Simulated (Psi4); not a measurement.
# DSD-PBEP86/6-311+G(d,p) (density fitting for correlation) run of C2H2ClF (1-chloro-2-fluoroethylene)

Aim: the vertical singlet–triplet gap of C2H2ClF (1-chloro-2-fluoroethylene) at DSD-PBEP86/6-311+G** (density fitting for correlation), from 2 runs. 

The results are computed with Psi4 1.11.

## (1) Starting point

The species is C2H2ClF (6 atoms), meant as a singlet with charge 0. As SMILES, `F/C=C/Cl`. Geometry: relaxed at PBE0-D4/def2-TZVP.

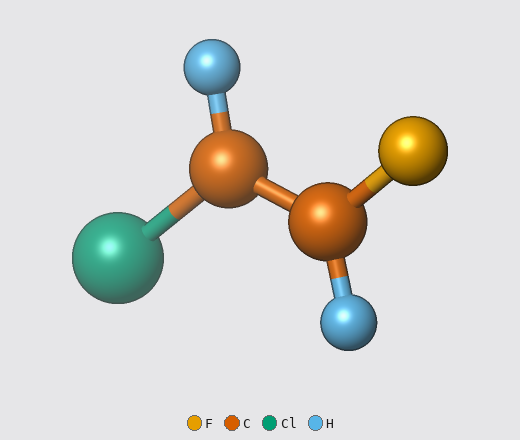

Viewed from a chosen angle; fluorine amber, carbon orange, chlorine teal, hydrogen blue.

## (2) A single-point energy at DSD-PBEP86/6-311+G(d,p) (density fitting for correlation)

The input, input.in:

```
memory 1600 mb

molecule {
  0 1
  F
  C 1 1.332819
  C 2 1.320375 1 120.68311
  Cl 3 1.712606 2 121.38581 1 179.96454
  H 2 1.083009 3 125.50276 4 0.04933
  H 3 1.081444 2 122.64231 5 -179.94835
  symmetry c1
  no_reorient
  no_com
}

set {
  basis                6-311+G**
  puream               true
  e_convergence        1e-09
  d_convergence        1e-08
  scf_type             pk
  dft_radial_points    99
  dft_spherical_points 590
  num_frozen_docc      8
}

E, wfn = energy("dsd-pbep86", return_wfn=True)
```

On the command line:

```
$ psi4 -i input.in -o input.out -n 1
```

input.out:

```text
[...]
  Running in c1 symmetry.
[...]
  Nuclear repulsion =  140.994076070093001
[...]
  Multiplicity = 1
[...]
  Nalpha       = 20
  Nbeta        = 20
[...]
    Number of basis functions: 108
[...]
   @RKS iter   1:  -636.44019814217108   -3.73078e-01   3.18940e-03 DIIS/ADIIS
[...]
   @RKS iter  12:  -636.49771604307307   -1.13687e-12   2.91663e-09 DIIS
[...]
    Orbital Energies [Eh]
    ---------------------
    Doubly Occupied:
       1A   -103.707126     2A    -25.765642     3A    -10.971721
       4A    -10.935143     5A    -10.205419     6A     -7.772851
       7A     -7.767035     8A     -7.766986     9A     -1.517838
      10A     -1.089096    11A     -0.944171    12A     -0.773743
      13A     -0.688965    14A     -0.653496    15A     -0.637195
      16A     -0.546102    17A     -0.534316    18A     -0.481634
      19A     -0.426875    20A     -0.344501
[...]
  @RKS Final Energy:  -636.49771604307307
   => Energetics <=
    Nuclear Repulsion Energy =            140.9940760700930014
    One-Electron Energy =               -1157.7681573812840270
    Two-Electron Energy =                 394.5536658548049331
    DFT Exchange-Correlation Energy =     -14.2773005866869216
    Empirical Dispersion Energy =           0.0000000000000000
    VV10 Nonlocal Energy =                  0.0000000000000000
    Total Energy =                       -636.4977160430729555
[...]
 Multipole Moments:
 ------------------------------------------------------------------------------------
     Multipole            Electronic (a.u.)      Nuclear  (a.u.)        Total (a.u.)
 ------------------------------------------------------------------------------------
 L = 1.  Multiply by 2.5417464519 to convert [e a0] to [Debye]
 Dipole X            :          0.0002603           -0.0001055            0.0001548
 Dipole Y            :          0.0422733            0.0282749            0.0705481
 Dipole Z            :          0.4115702           -0.3541713            0.0573989
 Magnitude           :                                                    0.0909489
[...]
```

Wall time 9.6 s (1 thread of AMD EPYC 9R45 (Zen 5), shared host); peak memory 0.59 GiB.

## (3) The triplet at the same level

The input, c2h2clf.xyz:

```xyz
6
C2H2ClF
F     -0.308300     1.774900     0.089700
C     -0.015000     0.565100    -0.386500
C      0.005100    -0.486500     0.411700
Cl     0.378700    -2.049200    -0.181100
H      0.191800     0.551900    -1.449500
H     -0.210300    -0.420200     1.469400
```

The input, run_ase.py:

```python
import numpy as np
from ase.calculators.psi4 import Psi4
from ase.io import read

a = read('c2h2clf.xyz')
calc = Psi4(atoms=a, method='dsd-pbep86', basis='6-311+G**', memory='1600MB', num_threads=1, charge=0, multiplicity=3, label='calc', reference='uks')
calc.psi4.set_options({'puream': True, 'e_convergence': 1e-09, 'd_convergence': 1e-08, 'scf_type': 'pk', 'dft_radial_points': 99, 'dft_spherical_points': 590, 'num_frozen_docc': 8, 'maxiter': 200})
a.calc = calc

print(f'energy: {a.get_potential_energy():.6f} eV')
```

On the command line:

```
$ python run_ase.py
```

calc.dat:

```text
[...]
  Running in c1 symmetry.
[...]
  Nuclear repulsion =  140.994058844754903
[...]
  Multiplicity = 3
[...]
  Nalpha       = 21
  Nbeta        = 19
[...]
    Number of basis functions: 108
[...]
   @UKS iter   1:  -636.21268992630996   -1.45571e-01   4.27752e-03 ADIIS/DIIS
[...]
   @UKS iter  15:  -636.36071547601875   -4.43379e-12   5.81640e-09 DIIS
[...]
   @S^2 Observed:                2.017384123E+00
[...]
    Orbital Energies [Eh]
    ---------------------
    Alpha Occupied:
       1A   -103.722484     2A    -25.768891     3A    -10.950856
       4A    -10.936721     5A    -10.219592     6A     -7.785549
       7A     -7.783790     8A     -7.780881     9A     -1.521322
      10A     -1.113642    11A     -0.975910    12A     -0.789159
      13A     -0.691825    14A     -0.670289    15A     -0.661647
      16A     -0.556252    17A     -0.539298    18A     -0.534072
      19A     -0.436628    20A     -0.420503    21A     -0.216105
    Alpha Virtual:
      22A      0.052330    23A      0.059034    24A      0.065167
      25A      0.088829    26A      0.097466    27A      0.121384
[...]
  @UKS Final Energy:  -636.36071547601875
   => Energetics <=
    Nuclear Repulsion Energy =            140.9940588447549032
    One-Electron Energy =               -1157.4412591250084006
    Two-Electron Energy =                 394.3772656000012375
    DFT Exchange-Correlation Energy =     -14.2907807957663771
    Empirical Dispersion Energy =           0.0000000000000000
    VV10 Nonlocal Energy =                  0.0000000000000000
    Total Energy =                       -636.3607154760186404
[...]
 Multipole Moments:
 ------------------------------------------------------------------------------------
     Multipole            Electronic (a.u.)      Nuclear  (a.u.)        Total (a.u.)
 ------------------------------------------------------------------------------------
 L = 1.  Multiply by 2.5417464519 to convert [e a0] to [Debye]
 Dipole X            :          0.1069712           -0.0746452            0.0323260
 Dipole Y            :         -0.5296910            0.3324546           -0.1972364
 Dipole Z            :         -0.1003856            0.1006913            0.0003057
 Magnitude           :                                                    0.1998681
[...]
```

On the terminal:

```text
energy: -17324.558254 eV
```

Wall time 17 s (1 thread of AMD EPYC 9R45 (Zen 5), shared host); peak memory 0.61 GiB.

## (4) Outcome

Level: DSD-PBEP86/6-311+G** (density fitting for correlation), 8 core orbitals frozen.

| quantity | value |
| --- | --- |
| singlet: total energy | -636.82453 Eh |
| singlet: HOMO energy (SCF part's orbitals) | -9.37 eV |
| singlet: LUMO energy (SCF part's orbitals) | 1.48 eV |
| singlet: HOMO–LUMO gap (SCF part's orbitals) | 10.85 eV |
| triplet: total energy | -636.66578 Eh |
| triplet: HOMO energy (SCF part's orbitals) (highest over α and β) | -5.88 eV |
| triplet: LUMO energy (SCF part's orbitals) (lowest over α and β) | -1.52 eV |
| triplet: ⟨S²⟩ | 2.017 |
| vertical energy of the triplet above the singlet | 4.320 eV |

At this shape the triplet lies 4.32 eV (417 kJ/mol) above the singlet.
